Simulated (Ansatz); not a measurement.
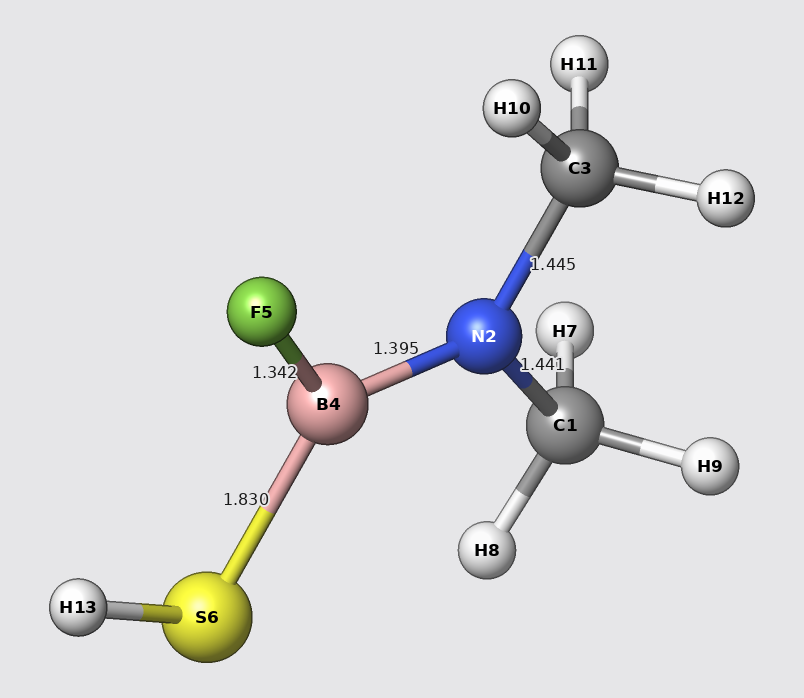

Bond lengths are marked in Å; every bond is drawn as one stick. The geometry was computed by an optimisation with PBE0-D4/def2-TZVP. No frequency run is at hand to confirm it as a minimum.

Which of the marked bonds are single, double, triple or aromatic?

Answer. C1–N2 single; N2–C3 single; N2–B4 single; B4–F5 single; B4–S6 single.

Write the SMILES.

Answer. CN(C)B(F)S
